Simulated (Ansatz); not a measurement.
## Geometry relaxation of SnNH₇O (part 2 of 2)

The same run, continued: SnNH₇O; RKS CAM-B3LYP-D4/def2-SVP (Ansatz 0.2.0). The input holds or restrains some coordinates. It belongs to a series of runs on one base structure; here: pulled along the bonds that form and break, towards end B.

Geometry of the input (Å):
```
Sn 0.0000  0.0000  0.0000
H  0.0000  0.0000  2.0900
H  1.6408  0.0000  -0.5794
O  -0.9232  1.5994  -0.6527
H  -1.8810  1.3686  -0.8751
H  -0.8195  -1.4198  -0.5794
N  0.8997  2.0923  0.7568
H  1.7392  2.1052  1.4038
H  0.4576  3.0035  0.4440
H  0.4313  1.0031  1.9721
```

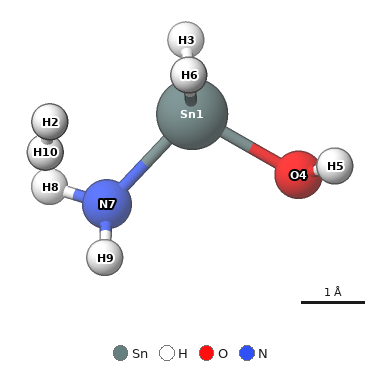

Figure 1. The geometry at step 14 of the log (ball-and-stick view, seen at a tilt; atoms are numbered from 1 in the order of the input).

## Trajectory as extended XYZ, continued
```
10
Properties=species:S:1:pos:R:3:forces:R:3 step=3 energy=-9473.94717
Sn    0.1297    0.1900   -0.2823    0.9641   0.7895   1.3200
H     0.0412    0.1099    2.4265   -0.6981  -1.8680   1.0926
H     1.6870   -0.0334   -0.6107    1.5857  -0.9558  -0.9031
O    -1.0122    1.6309   -0.7117   -1.9938   1.1025  -1.5128
H    -1.9068    1.3725   -0.8915   -1.0478  -0.0504  -0.4997
H    -0.8123   -1.3871   -0.5428    0.3674   1.1118   0.7094
N     0.9446    2.0533    0.5997    1.5175  -0.5111   1.2522
H     1.6983    2.1107    1.3542   -1.2648   0.0062  -1.3872
H     0.4714    2.9672    0.4554    0.1029  -1.0836   0.4595
H     0.3040    0.7383    2.1834    0.4668   1.4588  -0.5309
10
Properties=species:S:1:pos:R:3:forces:R:3 step=4 energy=-9475.18156
Sn    0.1993    0.3130   -0.3168    0.5122   0.7560   0.3008
H     0.0378    0.1062    2.5888   -0.8197  -2.0602   1.3573
H     1.7885   -0.1277   -0.7160    0.1688  -0.4679  -0.6753
O    -1.1306    1.6604   -0.8594   -0.0418   0.2149  -0.6244
H    -2.0270    1.3479   -0.9583   -0.4731  -0.2860  -0.2598
H    -0.7595   -1.2250   -0.4544    0.2818   0.8216   0.6545
N     1.0247    2.0153    0.5709   -0.0747   0.5343   0.6012
H     1.7052    2.1022    1.3473   -0.4635  -0.2981  -0.7008
H     0.4370    2.8732    0.5239    0.2416  -1.0257   0.2292
H     0.2695    0.6869    2.2541    0.6684   1.8110  -0.8827
10
Properties=species:S:1:pos:R:3:forces:R:3 step=5 energy=-9475.67429
Sn    0.2417    0.3648   -0.3359    0.4541   0.8885   0.1625
H     0.0291    0.0835    2.5941   -0.6590  -1.6928   1.0576
H     1.7824   -0.2082   -0.8624   -0.1828  -0.0224  -0.4750
O    -1.1365    1.6507   -0.9684   -0.1383  -0.0355  -0.4860
H    -2.0382    1.3036   -1.0097    0.2083  -0.1227  -0.1398
H    -0.7351   -1.1041   -0.3026    0.1367   0.4143   0.6160
N     1.0203    2.0324    0.6200   -0.3414  -0.2655  -0.1167
H     1.7214    2.0965    1.3536   -0.0178  -0.1850  -0.1436
H     0.3998    2.8473    0.6148    0.0214  -0.4375   0.1300
H     0.2600    0.6859    2.2766    0.5188   1.4586  -0.6050
10
Properties=species:S:1:pos:R:3:forces:R:3 step=6 energy=-9475.99216
Sn    0.2550    0.3998   -0.3470    0.4837   0.8683   0.1002
H     0.0181    0.0522    2.5776   -0.5653  -1.4659   0.8268
H     1.7463   -0.2008   -0.9974   -0.3294   0.1047  -0.3432
O    -1.1225    1.6422   -1.0791   -0.0985  -0.2064  -0.3316
H    -2.0179    1.2689   -1.0654    0.3178  -0.0120  -0.1226
H    -0.7207   -1.0300   -0.1226    0.1308   0.3153   0.5130
N     1.0159    2.0353    0.6613   -0.4154  -0.7565  -0.5253
H     1.7397    2.0777    1.3624    0.1544  -0.0877   0.1109
H     0.3779    2.8228    0.6809   -0.1088   0.0038   0.1508
H     0.2532    0.6843    2.3095    0.4307   1.2366  -0.3790
10
Properties=species:S:1:pos:R:3:forces:R:3 step=7 energy=-9476.24911
Sn    0.2380    0.4306   -0.3495    0.4040   0.9396   0.1353
H     0.0354    0.0277    2.5706   -0.5934  -1.5199   0.7631
H     1.6658   -0.1701   -1.0953   -0.1768   0.0860  -0.2631
O    -1.0993    1.6013   -1.2323   -0.1548  -0.1632  -0.2583
H    -1.9972    1.2405   -1.1916    0.2202  -0.0068  -0.1092
H    -0.7001   -0.9637    0.0646    0.0693   0.2478   0.3886
N     0.9793    2.0485    0.6952   -0.1919  -0.7162  -0.3745
H     1.7677    2.0174    1.3319   -0.0515   0.0203  -0.0238
H     0.3679    2.8490    0.8342    0.0020  -0.1794   0.0464
H     0.2874    0.6710    2.3523    0.4728   1.2917  -0.3045
10
Properties=species:S:1:pos:R:3:forces:R:3 step=8 energy=-9476.40495
Sn    0.2416    0.4609   -0.3596    0.3389   0.8436   0.1948
H     0.0282   -0.0041    2.5487   -0.5893  -1.5690   0.7107
H     1.6114   -0.1291   -1.2068   -0.1656   0.0489  -0.1474
O    -1.0907    1.5546   -1.3455   -0.0372  -0.1553  -0.1025
H    -1.9868    1.2044   -1.2464    0.1324   0.0071  -0.0913
H    -0.6828   -0.8757    0.2377    0.1396   0.2509   0.1640
N     0.9871    2.0458    0.7330   -0.2297  -0.7292  -0.5117
H     1.7898    1.9999    1.3525   -0.1270   0.0300  -0.0613
H     0.3772    2.8414    0.8948    0.0469  -0.0935   0.0640
H     0.2700    0.6542    2.3717    0.4911   1.3666  -0.2192
10
Properties=species:S:1:pos:R:3:forces:R:3 step=9 energy=-9476.49081
Sn    0.2145    0.4999   -0.3619    0.5208   0.8222   0.1983
H     0.0634   -0.0209    2.5408   -0.6353  -1.6482   0.5942
H     1.4953   -0.1029   -1.3177   -0.0172   0.0093  -0.0128
O    -1.0763    1.5117   -1.4727   -0.0342  -0.0372   0.0051
H    -1.9679    1.1458   -1.4245    0.0135   0.0140  -0.0316
H    -0.6680   -0.7564    0.3972   -0.0154   0.0482   0.0590
N     0.9822    2.0350    0.7845   -0.4084  -0.5571  -0.7495
H     1.8101    1.9846    1.3638    0.0051  -0.0628  -0.0212
H     0.3708    2.8084    1.0208    0.0271  -0.0078   0.0379
H     0.3209    0.6472    2.4497    0.5442   1.4193  -0.0795
10
Properties=species:S:1:pos:R:3:forces:R:3 step=10 energy=-9476.48903
Sn    0.2207    0.5084   -0.3552    0.0051   0.9763   0.1700
H     0.1042   -0.0471    2.5429   -0.6206  -1.7217   0.6488
H     1.4951   -0.1184   -1.3016    0.0091   0.0279   0.0471
O    -1.0729    1.4863   -1.5008    0.1169   0.0374  -0.0535
H    -1.9700    1.1334   -1.5089    0.0572  -0.0826   0.0572
H    -0.7120   -0.6788    0.4536    0.0598  -0.0320  -0.0101
N     0.9556    2.0621    0.7889   -0.1396  -0.7476  -0.7907
H     1.8161    1.9759    1.3138    0.0204   0.0455   0.0276
H     0.3581    2.8104    1.1164   -0.0779  -0.0180   0.0085
H     0.3501    0.6201    2.4312    0.5696   1.5146  -0.1049
10
Properties=species:S:1:pos:R:3:forces:R:3 step=11 energy=-9476.49949
Sn    0.1925    0.5219   -0.3489    0.3129   0.8605   0.1896
H     0.1012   -0.0426    2.5484   -0.6728  -1.6842   0.6675
H     1.4755   -0.1029   -1.2814    0.0307  -0.0117   0.0135
O    -1.0736    1.4912   -1.5245   -0.0103   0.0190  -0.0205
H    -1.9617    1.1152   -1.5446    0.0426  -0.0236   0.0251
H    -0.7151   -0.6771    0.4684   -0.0160   0.0022  -0.0224
N     0.9631    2.0642    0.7874   -0.3337  -0.5661  -0.7419
H     1.8324    1.9790    1.2997   -0.0158   0.0076   0.0001
H     0.3548    2.7917    1.1488    0.0369  -0.0845   0.0043
H     0.3758    0.6117    2.4268    0.6255   1.4809  -0.1154
10
Properties=species:S:1:pos:R:3:forces:R:3 step=12 energy=-9476.49650 accepted=F
Sn    0.1570    0.5358   -0.3530    0.4946   0.8118   0.2182
H     0.1553   -0.0051    2.5517   -0.6865  -1.6608   0.5959
H     1.4632   -0.1049   -1.2432    0.0085  -0.0243  -0.0002
O    -1.0715    1.4988   -1.5689   -0.2106  -0.0541  -0.0396
H    -1.9465    1.0913   -1.6423    0.1790   0.0645   0.0264
H    -0.7702   -0.6469    0.4620   -0.0542  -0.0082   0.0199
N     0.9544    2.0728    0.7740   -0.8810   0.0722  -0.3109
H     1.8559    1.9646    1.2309   -0.1540   0.0203  -0.0088
H     0.3103    2.6929    1.3000    0.6818  -0.6032  -0.4376
H     0.4371    0.6530    2.4687    0.6223   1.3818  -0.0634
10
Properties=species:S:1:pos:R:3:forces:R:3 step=13 energy=-9476.50468
Sn    0.1748    0.5340   -0.3504    0.4313   0.7834   0.1940
H     0.1308   -0.0219    2.5487   -0.6902  -1.6808   0.6695
H     1.4745   -0.1070   -1.2516   -0.0001  -0.0070   0.0058
O    -1.0760    1.4960   -1.5450   -0.0725   0.0048  -0.0320
H    -1.9538    1.0958   -1.5818    0.0602   0.0131   0.0061
H    -0.7504   -0.6570    0.4590   -0.0276   0.0043   0.0039
N     0.9653    2.0775    0.7725   -0.5021  -0.3601  -0.6704
H     1.8342    1.9640    1.2814   -0.0260  -0.0042   0.0120
H     0.3332    2.7414    1.2200    0.1892  -0.2005  -0.0703
H     0.4123    0.6293    2.4273    0.6379   1.4468  -0.1188
10
Properties=species:S:1:pos:R:3:forces:R:3 step=14 energy=-9476.50691
Sn    0.1607    0.5453   -0.3478    0.3914   0.7410   0.1565
H     0.1665   -0.0094    2.5527   -0.6882  -1.6789   0.6874
H     1.4683   -0.1153   -1.2247   -0.0087  -0.0037   0.0094
O    -1.0725    1.4972   -1.5696   -0.0866  -0.0207  -0.0281
H    -1.9423    1.0815   -1.6299    0.0795   0.0303   0.0047
H    -0.7876   -0.6274    0.4653   -0.0122   0.0162   0.0001
N     0.9582    2.0982    0.7596   -0.6880  -0.1539  -0.4341
H     1.8335    1.9537    1.2529   -0.0494   0.0085   0.0141
H     0.3118    2.6891    1.2998    0.4170  -0.3657  -0.2779
H     0.4483    0.6394    2.4218    0.6453   1.4270  -0.1322
10
Properties=species:S:1:pos:R:3:forces:R:3 step=15 energy=-9476.52079
Sn    0.1247    0.5521   -0.3338    0.2458   0.8325   0.0988
H     0.3012   -0.0581    2.5516   -0.5687  -1.7105   0.6891
H     1.4601   -0.1606   -1.1226   -0.0233  -0.0013   0.0454
O    -1.0122    1.4588   -1.6865   -0.2358  -0.1849   0.0660
H    -1.9237    1.1267   -1.6737    0.2597   0.1156  -0.0377
H    -0.9111   -0.5445    0.4848    0.0342   0.0410  -0.0185
N     0.8897    2.1308    0.7645   -0.2224  -0.4881  -0.6155
H     1.8015    2.0043    1.1961   -0.0646   0.0038  -0.0299
H     0.2689    2.6387    1.3882    0.0039  -0.0295  -0.0319
H     0.5458    0.6041    2.4114    0.5712   1.4214  -0.1658
10
Properties=species:S:1:pos:R:3:forces:R:3 step=16 energy=-9476.54496 accepted=F
Sn    0.0740    0.5946   -0.3129    0.0949   0.7075  -0.0798
H     0.4725   -0.1504    2.5330   -0.3841  -1.5653   0.6831
H     1.4368   -0.2360   -0.9480   -0.1566   0.1280   0.0466
O    -0.9684    1.4087   -1.8186   -0.1622  -0.3246   0.3771
H    -1.9066    1.1547   -1.7564    0.4200   0.1442  -0.0721
H    -1.0419   -0.4119    0.5263    0.0411   0.0947  -0.0689
N     0.8246    2.1878    0.7781   -0.1758  -0.4628  -0.4784
H     1.7541    2.0555    1.1760   -0.1523   0.0360  -0.0940
H     0.2188    2.6346    1.4635    0.0245  -0.0533  -0.0944
H     0.6810    0.5147    2.3390    0.4506   1.2955  -0.2192
10
Properties=species:S:1:pos:R:3:forces:R:3 step=17 energy=-9476.53035
Sn    0.0966    0.5649   -0.3185    0.2508   0.8039   0.1148
H     0.3900   -0.0980    2.5439   -0.4870  -1.7336   0.7041
H     1.4380   -0.1866   -1.0567   -0.0116  -0.0077   0.0425
O    -0.9880    1.4438   -1.7291   -0.1300  -0.1116   0.0413
H    -1.9039    1.1317   -1.7304    0.1447   0.0718  -0.0278
H    -0.9793   -0.4862    0.5048    0.0217   0.0289  -0.0091
N     0.8604    2.1480    0.7745   -0.2599  -0.4868  -0.6324
H     1.7801    2.0267    1.1894   -0.0505   0.0073  -0.0222
H     0.2427    2.6379    1.4146    0.0035  -0.0079  -0.0112
H     0.6082    0.5700    2.3877    0.5182   1.4356  -0.2000
10
Properties=species:S:1:pos:R:3:forces:R:3 step=18 energy=-9476.54255
Sn    0.0696    0.5805   -0.3121    0.3006   0.7399   0.2003
H     0.4722   -0.1403    2.5252   -0.3810  -1.7138   0.6904
H     1.4264   -0.2215   -0.9680   -0.0421   0.0320  -0.0075
O    -0.9712    1.4292   -1.7723    0.0114  -0.0650   0.0318
H    -1.8960    1.1522   -1.7742    0.0427   0.0224  -0.0152
H    -1.0231   -0.4382    0.5256   -0.0351   0.0278  -0.0170
N     0.8317    2.1640    0.7820   -0.3126  -0.4760  -0.6662
H     1.7592    2.0484    1.1783   -0.0208   0.0063  -0.0102
H     0.2200    2.6413    1.4362   -0.0031   0.0101   0.0042
H     0.6563    0.5367    2.3595    0.4400   1.4163  -0.2107
10
Properties=species:S:1:pos:R:3:forces:R:3 step=19 energy=-9476.56169
Sn    0.0380    0.5796   -0.2767    0.1871   0.7921   0.0228
H     0.5942   -0.1920    2.5272   -0.2683  -1.6302   0.6879
H     1.3946   -0.2408   -0.9121   -0.0597   0.0034   0.1007
O    -0.9170    1.3803   -1.8240   -0.0499  -0.0684   0.0627
H    -1.8609    1.1724   -1.8245    0.1061   0.0456  -0.0069
H    -1.1467   -0.3617    0.5317    0.0758   0.0255   0.0218
N     0.7875    2.1820    0.7995   -0.3171  -0.5230  -0.6387
H     1.7259    2.0858    1.1741   -0.0101   0.0230  -0.0026
H     0.1833    2.6610    1.4595   -0.0048  -0.0102   0.0095
H     0.7461    0.4858    2.3255    0.3409   1.3423  -0.2573
10
Properties=species:S:1:pos:R:3:forces:R:3 step=20 energy=-9476.57530
Sn   -0.0224    0.5886   -0.2568    0.2753   0.7528   0.0430
H     0.7701   -0.2529    2.4698   -0.1217  -1.6145   0.6260
H     1.3459   -0.3097   -0.7556   -0.1218   0.0614   0.0395
O    -0.8496    1.3308   -1.9151   -0.6218  -0.2202   0.2916
H    -1.8257    1.2527   -1.8981    0.7153   0.0969  -0.0425
H    -1.2402   -0.2839    0.5826    0.0254   0.0689  -0.0611
N     0.7150    2.1956    0.8212   -0.2831  -0.4828  -0.6269
H     1.6665    2.1236    1.1696   -0.0578   0.0323  -0.0446
H     0.1194    2.6701    1.4915   -0.0143  -0.0169   0.0144
H     0.8660    0.4374    2.2711    0.2045   1.3222  -0.2395
10
Properties=species:S:1:pos:R:3:forces:R:3 step=21 energy=-9476.59641
Sn   -0.0419    0.5545   -0.2375    0.1941   0.7275   0.3554
H     0.8460   -0.2571    2.4536   -0.0321  -1.8115   0.6758
H     1.3052   -0.3561   -0.7082    0.0802  -0.0525  -0.0121
O    -0.7985    1.1984   -1.9447   -0.2517   0.0518  -0.1137
H    -1.7373    1.4319   -1.9017    0.2255  -0.0072   0.0030
H    -1.2896   -0.2651    0.5989    0.0146   0.0466   0.0191
N     0.6438    2.1860    0.8359   -0.2815  -0.4383  -0.5634
H     1.6408    2.2543    1.0278   -0.1727   0.0077  -0.0239
H     0.0886    2.5693    1.5952    0.0715  -0.0374  -0.0436
H     0.8879    0.4363    2.2608    0.1521   1.5134  -0.2965
10
Properties=species:S:1:pos:R:3:forces:R:3 step=22 energy=-9476.61750
Sn   -0.0703    0.5351   -0.2247    0.1242   0.7137   0.2570
H     0.9579   -0.2493    2.4219    0.0548  -1.8295   0.6768
H     1.2510   -0.4521   -0.6463   -0.0267   0.0490   0.0244
O    -0.7648    1.0987   -1.9943   -0.1394   0.0827   0.0531
H    -1.6084    1.5732   -1.9528    0.2197  -0.0603   0.0070
H    -1.3530   -0.1755    0.6497   -0.0138  -0.0273   0.0113
N     0.5474    2.2000    0.8506   -0.3918  -0.4854  -0.7139
H     1.5446    2.3628    0.9278    0.0501   0.0580   0.0223
H     0.0733    2.4156    1.7220    0.0269  -0.0228  -0.0283
H     0.9673    0.4437    2.2261    0.0961   1.5219  -0.3098
10
Properties=species:S:1:pos:R:3:forces:R:3 step=23 energy=-9476.60010 accepted=F
Sn   -0.1249    0.4966   -0.1955    0.3019   0.7452   0.0722
H     1.0402   -0.2410    2.4145    0.1134  -1.7394   0.6908
H     1.2215   -0.4742   -0.5849   -0.0898  -0.0204   0.0354
O    -0.7431    1.0437   -2.0044   -1.2492   1.0997   0.2235
H    -1.4841    1.7169   -1.9708    1.2702  -1.1055  -0.0614
H    -1.4171   -0.1943    0.6838    0.0201   0.0055  -0.0218
N     0.4814    2.1928    0.8374   -0.0509  -0.3065  -0.3092
H     1.4857    2.4175    0.8454   -0.6158  -0.1247   0.0464
H     0.0587    2.3472    1.7570    0.2485  -0.0041  -0.3443
H     1.0268    0.4471    2.1976    0.0514   1.4503  -0.3317
10
Properties=species:S:1:pos:R:3:forces:R:3 step=24 energy=-9476.63184
Sn   -0.0917    0.5124   -0.2127    0.1771   0.7357   0.2223
H     0.9928   -0.2464    2.4193    0.0771  -1.8096   0.6846
H     1.2301   -0.4758   -0.6223   -0.0148   0.0105   0.0147
O    -0.7539    1.0848   -1.9914   -0.0868   0.0324   0.0596
H    -1.5429    1.6424   -1.9498    0.1259  -0.0278  -0.0054
H    -1.3772   -0.1937    0.6623   -0.0029  -0.0032   0.0021
N     0.5186    2.1889    0.8434   -0.3758  -0.4669  -0.6768
H     1.5086    2.4030    0.8860    0.0323   0.0167  -0.0116
H     0.0662    2.3912    1.7275   -0.0120   0.0050   0.0325
H     0.9943    0.4455    2.2178    0.0799   1.5071  -0.3220
```

## Summary

- outcome: converged under the restraints of the input
- total energy: −9476.6320 eV
- mean-field energy: −9476.4927 eV
- largest force (length of the vector) at the end, held atoms and coordinates included: 1.936 eV/Å
- hardware: 2 threads of Arm Neoverse V2, 24 GiB of memory available, shared host
- wall time: 56 s (CPU time 1.8 min)
- peak memory: 0.21 GiB
